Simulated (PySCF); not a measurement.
# C4H3FO: the cost of one run

Computed with PySCF 2.14.0, with density-fitted response routines of our own, on a single molecule in the gas phase. Atoms count from 0, in the outputs and in this text.

**1. Starting geometry**

9 atoms, charge 0, multiplicity 1; geometry from: GFN2-xTB.

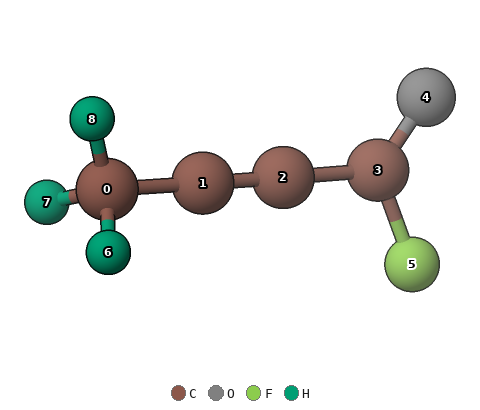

As it starts; carbon brown, oxygen grey, fluorine green, hydrogen teal, atoms numbered.

**2. TDDFT and polarisability: B3LYP/def2-SVPD**

The job: settings as JSON, then the geometry in Å.

```
{"job": {"kind": "uv", "xc": "B3LYP", "basis": "def2-SVPD", "nstates": 8, "ntriplets": 3}, "charge": 0, "multiplicity": 1}
C     -1.736611     0.494225     0.275620
C     -0.360514     0.131195     0.092483
C      0.796482    -0.169513    -0.061331
C      2.160897    -0.514941    -0.249487
O      3.089829     0.181687    -0.471972
F      2.336740    -1.869243    -0.140032
H     -2.160403    -0.072406     1.103936
H     -2.295733     0.264777    -0.631153
H     -1.817124     1.560211     0.483995
```

With the program's defaults for keys left out, this is: TDDFT B3LYP/def2-SVPD, vertical, gas phase, core orbitals frozen in the response.

Command:

```console
> OMP_NUM_THREADS=1 python probes_run.py task.json out
```

One launch serves the whole session: the jobs run in the order shown.

**Question.** How long does this first job take on 1 thread of Arm Neoverse V1, shared host, and how much memory does it need?

About 13 s, with a peak of 0.57 GiB.
